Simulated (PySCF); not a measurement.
H$_{13}$NOSi$_{6}$

```xyz
21

N    -0.1612   -2.2729   -0.3151
Si   -0.7975   -1.3321    0.9924
Si   -2.6634   -0.2781    0.0644
Si   -1.9502    1.8302   -0.6571
Si    0.0308    2.3251    0.4888
Si    0.7987    0.3235    1.4093
O     2.1862   -0.0936    0.6370
Si    3.1287   -0.6378   -0.5469
H     0.8025   -2.5641   -0.2817
H    -0.7161   -2.9979   -0.7401
H    -1.1025   -2.1813    2.1726
H    -3.3488   -1.0530   -0.9808
H    -3.7157   -0.1308    1.0836
H    -2.9702    2.8747   -0.4857
H    -1.7334    1.8339   -2.1130
H     0.9998    3.0423   -0.3546
H    -0.2527    3.2977    1.5601
H     1.3061    0.3970    2.7891
H     4.2776    0.2612   -0.5952
H     2.3616   -0.6229   -1.7925
H     3.5107   -2.0043   -0.1804
```

Geometry: GFN2-xTB.

Level of theory: PBE0/pcSseg-1, SCF density, gas phase, non-relativistic in PySCF 2.14.0.

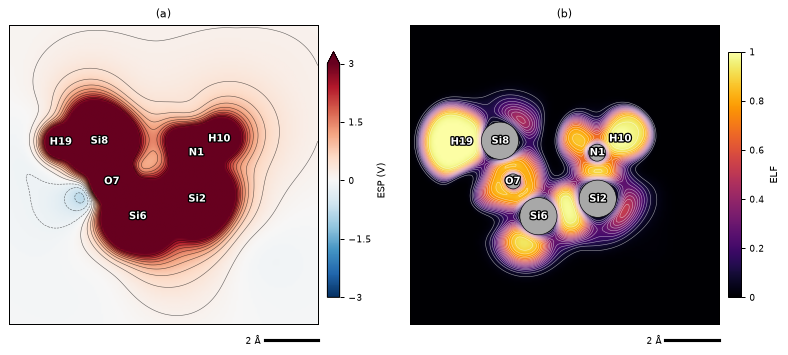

Figure 1. (a) molecular electrostatic potential; (b) ELF on the plane of atoms Si2, N1 and H10. Grey discs cover the atomic cores in the ELF map.

What does the map show?

Answer. Atoms in the plane: N, Si, O and H.
Si–O (1.61 Å): the ELF peaks at about 0.85 between the atoms (a short, strongly polar bond).
Si–N (1.73 Å): the ELF peaks at about 0.90 between the atoms, as expected for a polar covalent bond.
Si–Si (2.34 Å): the ELF peaks at about 1 between the atoms (a shared electron pair).
N–H (1.01 Å): the ELF climbs to about 1 towards the hydrogen, as it does in any bond to H: a covalent bond by its length.
Si–H (1.46 Å): the ELF climbs to about 1 towards the hydrogen.
The ELF also peaks beside O7, away from the bonds: lone-pair regions.
Outside the dense part of the molecule the potential is most negative (−0.8 V) near O7.

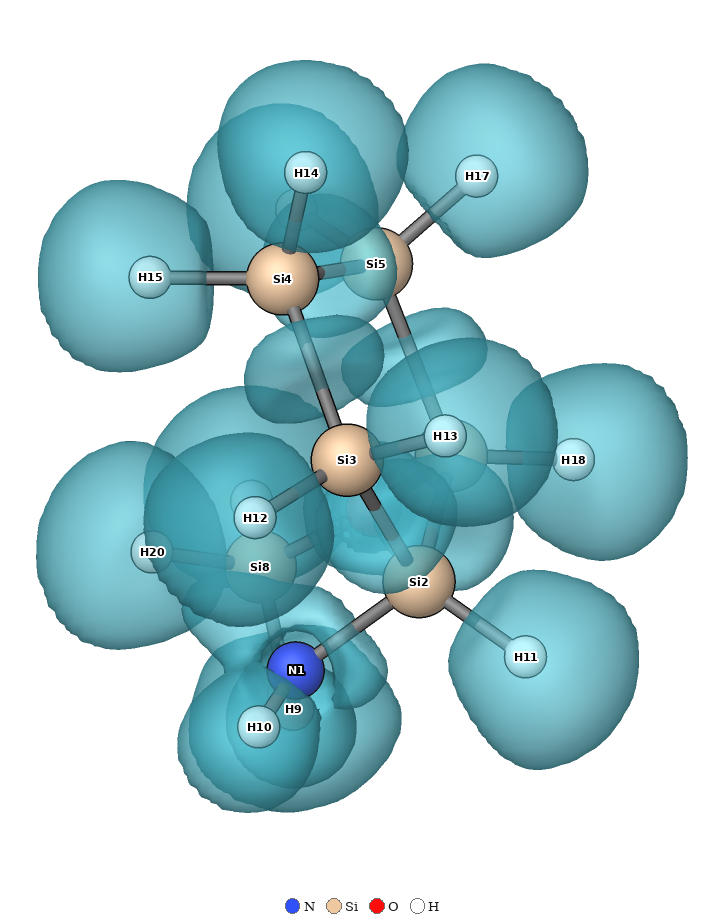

Figure 2. Isosurface of the electron localisation function at 0.8 (cyan), seen at an oblique angle. Core shells and regions of very low density are left out.

Describe the localisation domains.

Answer. The ELF exceeds this value in five regions between bonded Si–Si atoms (shared pairs), eleven regions around hydrogen nuclei, one region wrapped around O (its lone pairs, merged into a ring or cap) and one joined region spread over several atoms (H, N), in which their bonds and any lone pairs are merged.

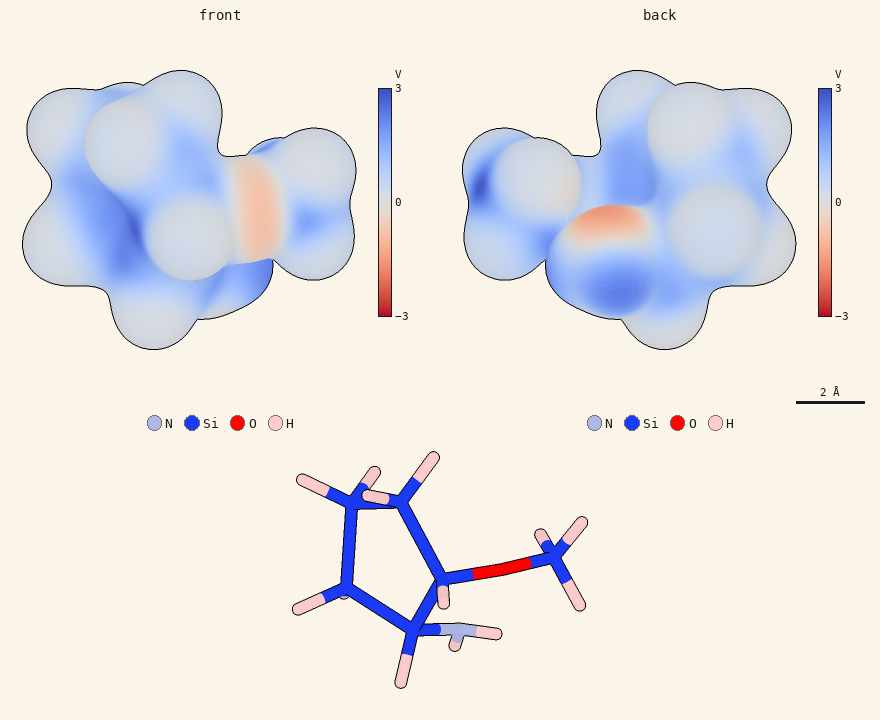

Figure 3. The molecular electrostatic potential painted on the density surface at 0.004 e/bohr³, seen from the front and from behind; the colour scale runs from red (negative) to blue (positive). The bare structure is drawn below in the same view.

Which sites attract a positive test charge, and which a negative one?

Answer. A positive charge is drawn to the negative regions and a negative charge to the positive ones. The most negative region (about −1.3 V, or −30 kcal/mol for a unit charge) lies over N1, the most positive (about +2.5 V, or +58 kcal/mol for a unit charge) over Si6 and Si8. N1 is the likeliest acceptor of a hydrogen bond.
